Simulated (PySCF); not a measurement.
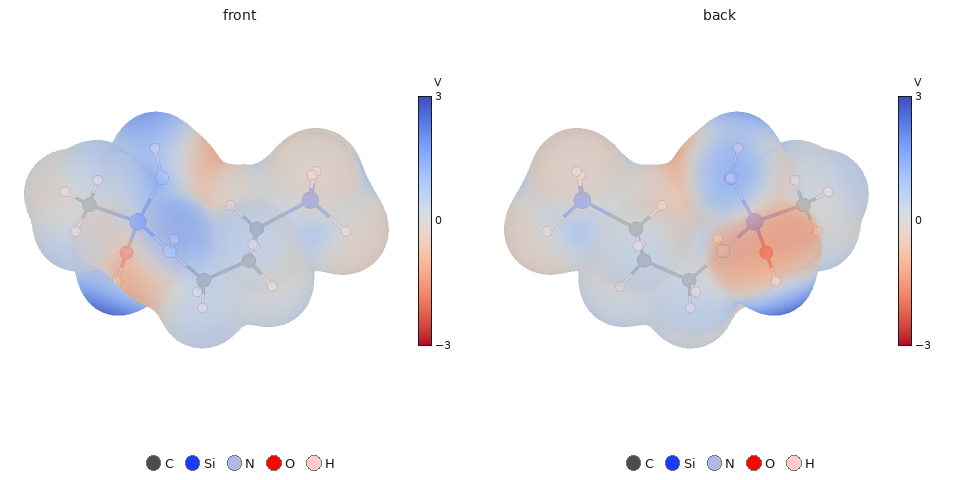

C$_{4}$H$_{16}$N$_{2}$OSi$_{2}$. The molecular electrostatic potential painted on the density surface at 0.002 e/bohr³, seen from the front and from behind; red is negative and blue positive.

Geometry: GFN2-xTB.

These are results of PySCF 2.14.0, PBE0/pcSseg-1, SCF density, gas phase, non-relativistic, not measurements.

```xyz
25

C     3.2380    0.2156    1.3615
Si    1.8648   -0.1181    0.0939
N     1.3755   -1.7834    0.1107
O     2.3268    0.0822   -1.4635
N     0.6424    1.0493    0.4391
C    -0.4239    1.4542   -0.4470
C    -1.7561    0.7394   -0.1903
C    -1.7331   -0.7176   -0.6370
Si   -3.3135   -1.6616   -0.1852
H     2.9376   -0.0967    2.3558
H     4.1369   -0.3353    1.1055
H     3.4985    1.2669    1.4143
H     1.5151   -2.3045   -0.7400
H     1.6277   -2.3501    0.9031
H     2.5109    0.9664   -1.7673
H     0.3838    1.1876    1.4036
H    -0.0998    1.2575   -1.4703
H    -0.5762    2.5373   -0.3357
H    -2.5456    1.2763   -0.7218
H    -1.9788    0.7978    0.8786
H    -1.5745   -0.7490   -1.7173
H    -0.8664   -1.2059   -0.1890
H    -4.4867   -1.0091   -0.7781
H    -3.4863   -1.6832    1.2710
H    -3.2281   -3.0356   -0.6854
```

Q: Where is the surface potential most negative and most positive?

A: The most negative region (about −1.4 V, or −32 kcal/mol for a unit charge) lies over O4, the most positive (about +2.2 V, or +51 kcal/mol for a unit charge) over H15. O4 is the likeliest acceptor of a hydrogen bond.

Q: How polar is the molecule by this calculation?

A: Its dipole moment is 1.73 D.
